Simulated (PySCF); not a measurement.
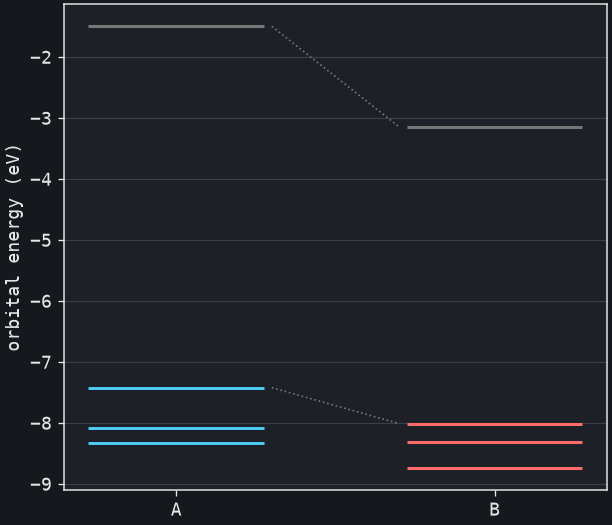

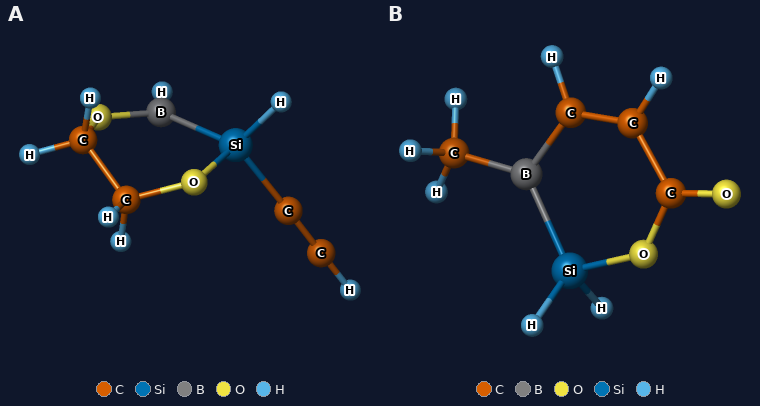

Related molecules: A is C₄H₇BO₂Si, SMILES C#C[Si@H]1BOCCO1; B is C₄H₇BO₂Si, SMILES CB1C=CC(=O)O[SiH2]1. Frontier orbital energies, PBE0/def2-SVPD in PySCF, at a GFN2-xTB geometry (no frequency check); drawn are at most three filled levels and, in grey, the LUMO with any level within 0.03 eV of it; dotted lines join the HOMOs and the LUMOs.

What does the change do to the frontier levels?

Answer. From A to B the HOMO falls by 0.59 eV and the LUMO falls by 1.65 eV, so the separation goes from 5.92 to 4.87 eV.

Limits of at least one run: one conformer of a flexible molecule; the tight-binding geometry is rougher than a DFT one and adds to the error.
